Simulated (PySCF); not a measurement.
**Two runs on C$_{6}$H$_{14}$P$_{2}$**

System: C$_{6}$H$_{14}$P$_{2}$, SMILES CCP1CCPCC1.
Method of run 1: GIAO PBE0/pcSseg-1 NMR shielding, non-relativistic, IEF-PCM chloroform (PySCF 2.14.0).

The geometry comes from this level: PBE0-D3(BJ)/def2-SVP. Text and figures count atoms from 1; the logs count them from 0 in places.

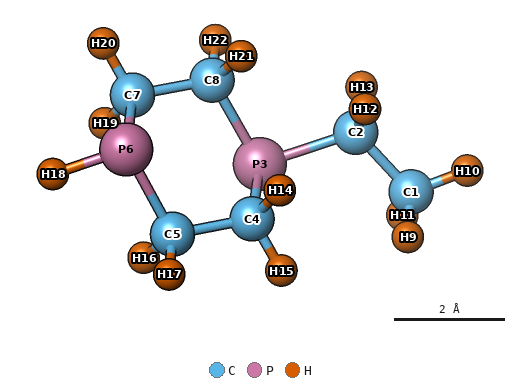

**Figure 1.** The input geometry (ball-and-stick view, seen at a tilt; atoms are numbered from 1 in the order of the input).

## The input, run 1
```
{"job": {"kind": "nmr", "xc": "PBE0", "basis": "pcSseg-1", "solvent": "chloroform", "pop": false}, "charge": 0, "multiplicity": 1}
C      2.908120    -0.641945    -0.746186
C      1.981581     0.246243     0.071846
P      0.296499     0.434927    -0.686845
C     -0.436218    -1.231526    -0.284731
C     -1.956750    -1.229144    -0.440245
P     -2.758591    -0.238836     0.923869
C     -2.049858     1.437077     0.505864
C     -0.528746     1.431356     0.653685
H      2.531426    -1.674810    -0.808359
H      3.913106    -0.688702    -0.299352
H      3.015069    -0.267107    -1.776077
H      1.883594    -0.131890     1.104918
H      2.401368     1.264131     0.146583
H     -0.152450    -1.531919     0.740889
H      0.011973    -1.965970    -0.974034
H     -2.238658    -0.833541    -1.430576
H     -2.350869    -2.256465    -0.375216
H     -4.032906    -0.063179     0.300625
H     -2.334847     1.742291    -0.514927
H     -2.498415     2.165009     1.201809
H     -0.240102     1.043572     1.647866
H     -0.135264     2.458933     0.581492
```

The first line tells a small driver script what to run in PySCF; the rest is the geometry in Å.

Command:
```bash
OMP_NUM_THREADS=1 python <driver script> task.json out
```

Hardware: 1 CPU thread, shared host.

## Output (run 1)
```
coarse grid: 18448 points
cycle   1  E = -919.0702480471  dE =  6.055e-01  |g| = 4.191e-01  |ddm| = 4.207e+00
cycle   2  E = -919.0570078409  dE =  1.324e-02  |g| = 4.809e-01  |ddm| = 8.321e-01
cycle   3  E = -919.1173388264  dE = -6.033e-02  |g| = 4.430e-02  |ddm| = 4.464e-01
cycle   4  E = -919.1177429666  dE = -4.041e-04  |g| = 2.145e-02  |ddm| = 8.012e-02
cycle   5  E = -919.1178561412  dE = -1.132e-04  |g| = 5.946e-03  |ddm| = 2.538e-02
cycle   6  E = -919.1178652225  dE = -9.081e-06  |g| = 1.270e-03  |ddm| = 6.917e-03
final grid: 166312 points
cycle   7  E = -919.1694398471  dE = -5.045e-05  |g| = 1.043e-02  |ddm| = 4.159e-02
cycle   8  E = -919.1694247332  dE =  1.511e-05  |g| = 1.307e-02  |ddm| = 2.030e-02
cycle   9  E = -919.1694682019  dE = -4.347e-05  |g| = 5.882e-04  |ddm| = 1.143e-02
cycle  10  E = -919.1694682770  dE = -7.508e-08  |g| = 2.730e-04  |ddm| = 9.991e-04
cycle  11  E = -919.1694682959  dE = -1.886e-08  |g| = 6.939e-05  |ddm| = 3.123e-04
cycle  12  E = -919.1694682971  dE = -1.183e-09  |g| = 1.837e-05  |ddm| = 8.791e-05
cycle  13  E = -919.1694682972  dE = -8.504e-11  |g| = 3.228e-06  |ddm| = 2.329e-05
converged SCF energy = -919.1694682972

GIAO shielding tensors (ppm)
atom      isotropic    diamagn.    paramagn.     s11        s22        s33       span
  0 C      173.533     245.498     -71.965    162.190    171.494    186.915     24.725
  1 C      157.070     254.629     -97.560    143.772    154.730    172.706     28.934
  2 P      364.957     968.456    -603.499    337.518    354.924    402.430     64.912
  3 C      156.651     253.851     -97.201    140.974    159.411    169.567     28.593
  4 C      165.446     249.726     -84.280    158.217    166.446    171.675     13.458
  5 P      415.432     964.098    -548.666    402.126    411.578    432.591     30.465
  6 C      165.173     250.025     -84.852    158.600    165.256    171.662     13.062
  7 C      156.124     253.960     -97.836    145.847    158.061    164.465     18.617
  8 H       30.334      29.822       0.512     24.743     30.646     35.613     10.870
  9 H       29.967      26.700       3.267     24.845     26.888     38.167     13.322
 10 H       30.326      28.726       1.601     25.718     28.376     36.885     11.168
 11 H       30.037      33.354      -3.317     25.381     30.450     34.280      8.899
 12 H       29.893      32.250      -2.357     24.401     29.406     35.873     11.472
 13 H       30.179      32.694      -2.515     26.220     30.115     34.203      7.982
 14 H       29.190      32.400      -3.210     23.040     28.988     35.540     12.500
 15 H       29.236      30.526      -1.291     25.017     27.745     34.945      9.928
 16 H       29.504      28.765       0.739     23.702     27.143     37.669     13.967
 17 H       27.555      28.392      -0.836     23.441     24.737     34.487     11.046
 18 H       29.200      30.435      -1.236     25.062     27.617     34.920      9.857
 19 H       29.528      28.497       1.031     23.804     27.021     37.759     13.955
 20 H       30.001      32.607      -2.606     26.094     29.841     34.067      7.973
 21 H       29.411      32.071      -2.660     23.838     28.221     36.175     12.337
```

For run 2 the input was changed thus:
```diff
-"solvent": "chloroform"
-"pop": false
+"solvent": "acetone"
+"pop": true
```

Predict how the results change.

The total energy of run 2 is 1.0 kcal/mol lower: the change of the electrostatic solvation energy at this fixed geometry, without cavity or dispersion terms. Of all shieldings, the largest change is that of P6, by +1.3 ppm. The number of SCF iterations is the same.

## Output (run 2)
```
coarse grid: 18448 points
cycle   1  E = -919.0721024666  dE =  6.038e-01  |g| = 4.177e-01  |ddm| = 4.206e+00
cycle   2  E = -919.0599368591  dE =  1.217e-02  |g| = 4.760e-01  |ddm| = 8.396e-01
cycle   3  E = -919.1190425304  dE = -5.911e-02  |g| = 4.236e-02  |ddm| = 4.328e-01
cycle   4  E = -919.1194112198  dE = -3.687e-04  |g| = 2.056e-02  |ddm| = 7.719e-02
cycle   5  E = -919.1195146950  dE = -1.035e-04  |g| = 5.784e-03  |ddm| = 2.399e-02
cycle   6  E = -919.1195233234  dE = -8.628e-06  |g| = 1.220e-03  |ddm| = 6.932e-03
final grid: 166312 points
cycle   7  E = -919.1710822932  dE = -5.053e-05  |g| = 1.039e-02  |ddm| = 4.155e-02
cycle   8  E = -919.1710678943  dE =  1.440e-05  |g| = 1.294e-02  |ddm| = 2.000e-02
cycle   9  E = -919.1711104645  dE = -4.257e-05  |g| = 5.549e-04  |ddm| = 1.109e-02
cycle  10  E = -919.1711105292  dE = -6.474e-08  |g| = 2.692e-04  |ddm| = 9.277e-04
cycle  11  E = -919.1711105476  dE = -1.843e-08  |g| = 6.579e-05  |ddm| = 2.997e-04
cycle  12  E = -919.1711105487  dE = -1.064e-09  |g| = 1.776e-05  |ddm| = 8.320e-05
cycle  13  E = -919.1711105488  dE = -7.526e-11  |g| = 3.138e-06  |ddm| = 2.251e-05
converged SCF energy = -919.1711105488

GIAO shielding tensors (ppm)
atom      isotropic    diamagn.    paramagn.     s11        s22        s33       span
  0 C      173.645     245.606     -71.960    162.187    171.655    187.094     24.907
  1 C      157.307     254.569     -97.262    143.970    154.954    172.996     29.026
  2 P      365.504     968.624    -603.120    338.160    355.431    402.920     64.760
  3 C      156.769     253.841     -97.071    141.069    159.595    169.644     28.576
  4 C      165.443     249.774     -84.332    158.328    166.553    171.446     13.118
  5 P      416.730     964.241    -547.512    402.981    414.442    432.766     29.785
  6 C      165.177     250.075     -84.898    158.725    165.361    171.445     12.721
  7 C      156.257     253.940     -97.683    145.882    158.375    164.513     18.631
  8 H       30.301      29.815       0.486     24.705     30.611     35.587     10.882
  9 H       29.955      26.693       3.263     24.830     26.866     38.170     13.340
 10 H       30.362      28.765       1.597     25.750     28.420     36.916     11.166
 11 H       29.979      33.307      -3.328     25.282     30.391     34.265      8.982
 12 H       29.861      32.221      -2.360     24.345     29.369     35.868     11.523
 13 H       30.138      32.679      -2.541     26.153     30.075     34.186      8.033
 14 H       29.145      32.368      -3.223     22.982     28.936     35.516     12.535
 15 H       29.235      30.527      -1.291     25.013     27.744     34.950      9.937
 16 H       29.463      28.753       0.711     23.649     27.100     37.642     13.993
 17 H       27.514      28.392      -0.878     23.400     24.653     34.489     11.088
 18 H       29.199      30.433      -1.234     25.057     27.615     34.925      9.868
 19 H       29.487      28.483       1.004     23.751     26.978     37.734     13.983
 20 H       29.964      32.590      -2.626     26.030     29.808     34.053      8.023
 21 H       29.368      32.042      -2.673     23.780     28.172     36.154     12.374
```

## The two runs side by side

| quantity | run 1 | run 2 |
| --- | --- | --- |
| outcome | converged | converged |
| total energy (hartree) | −919.169468 | −919.171111 |
| HOMO (eV) | −6.47 | −6.51 |
| LUMO (eV) | 0.84 | 0.86 |
| dipole moment (D) | 0.69 | 0.72 |
| shielding of C1 (ppm) | 173.5 | 173.6 |
| shielding of C2 (ppm) | 157.1 | 157.3 |
| shielding of P3 (ppm) | 365.0 | 365.5 |
| shielding of C4 (ppm) | 156.7 | 156.8 |
| shielding of P6 (ppm) | 415.4 | 416.7 |
| shielding of C8 (ppm) | 156.1 | 156.3 |
| shielding of H12 (ppm) | 30.0 | 30.0 |
| SCF iterations | 13 | 13 |
| basis functions | 220 | 220 |
| wall time (shared host) | 31 s | 33 s |
